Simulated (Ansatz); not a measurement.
H5NOSi···SiH4

Input file:

```
crystal:
  periodic: [false, false, false]
  atoms:
    - { symbol: Si, position_ang: [-1.046612, 0.981806, -0.283217] }
    - { symbol: Si, position_ang: [0.758999, -1.982467, 0.360774] }
    - { symbol: H, position_ang: [-2.342891, 1.654632, -0.549697] }
    - { symbol: H, position_ang: [-1.262428, -0.149272, 0.655677] }
    - { symbol: "N", position_ang: [0.15833, 1.953898, 0.473782] }
    - { symbol: H, position_ang: [0.488837, -1.278562, -0.871723] }
    - { symbol: O, position_ang: [-0.55339, 0.493276, -1.859759] }
    - { symbol: H, position_ang: [1.220077, -1.022399, 1.402219] }
    - { symbol: H, position_ang: [-0.46766, -2.677929, 0.83434] }
    - { symbol: H, position_ang: [1.833811, -2.990185, 0.142442] }
    - { symbol: H, position_ang: [0.358247, 2.902542, 0.186] }
    - { symbol: H, position_ang: [0.452988, 1.771195, 1.421121] }
    - { symbol: H, position_ang: [0.401693, 0.343467, -1.911859] }
magnetization:
  spin_polarized: true
basis:
  gaussian: { orbitals: "6-31G*" }
hamiltonian:
  xc: b3lyp
  dispersion: d4
relax:
  f_tol: 0.03
  max_steps: 50
output:
  orbitals: {}
```

Launched as:

```sh
ansatz run input.yaml --threads 2 --pin off --max-ram 3072MiB --backend cpu --events-out ev --progress --plain --runs-dir out
```

The fields are those of the relaxed geometry.

Theory: UKS B3LYP-D4/6-31G* in Ansatz.

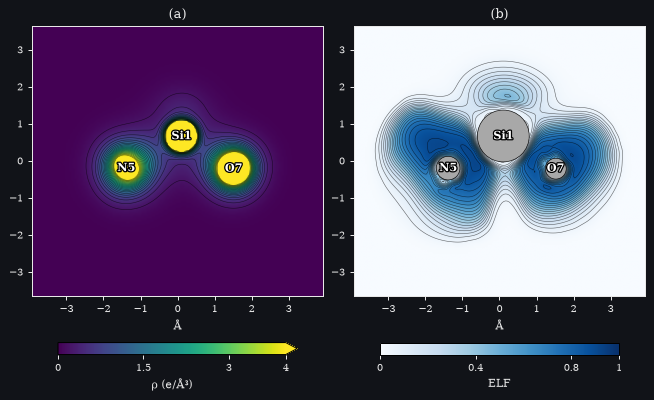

Figure 1. (a) electron density; (b) ELF on the plane of atoms N5, Si1 and O7. Grey discs cover the atomic cores in the ELF map.

What does the map show?

Answer. Atoms in the plane: Si, N and O.
Si–O (1.67 Å): ρ at the midpoint is about 1.1 e/Å³; the ELF peaks at about 0.90 between the atoms: a shared but strongly polarised pair.
Si–N (1.72 Å): ρ is about 1.1 e/Å³ halfway; the ELF peaks at about 0.90 between the atoms, as expected for a polar covalent bond.
The ELF also peaks beside O7 and N5, away from the bonds: lone-pair regions.

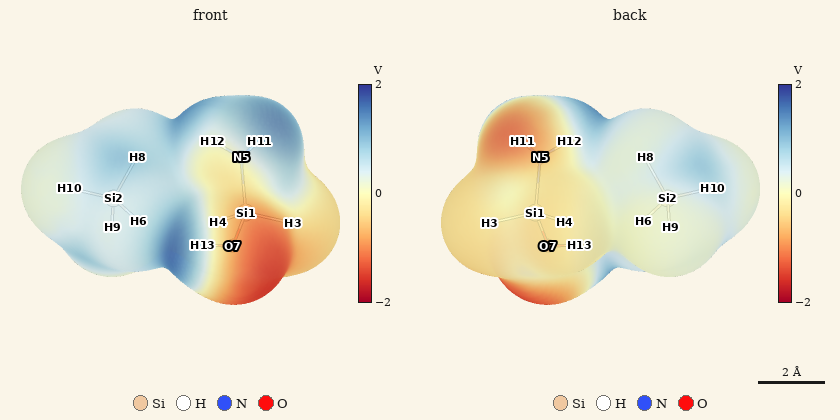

Figure 2. The molecular electrostatic potential painted on the density surface at 0.001 e/bohr³, seen from the front and from behind; red is negative and blue positive.

Where is the surface potential most negative and most positive?

Answer. The most negative region (about −1.5 V) lies over O7, the most positive (about +1.5 V) over H13. O7 is the likeliest acceptor of a hydrogen bond.

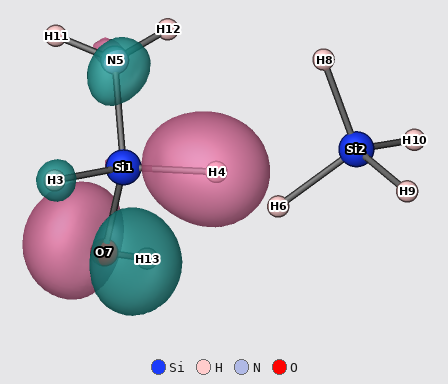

Figure 3. The HOMO−1 at ±0.15 Å⁻³ᐟ² (teal and pink are the two phases), seen at an oblique angle.

Where does this orbital lie, and at what energy?

Answer. It lies mainly on O7 (about 55 %), H4 (about 20 %) and Si1 (about 15 %). Its energy is −8.21 eV.
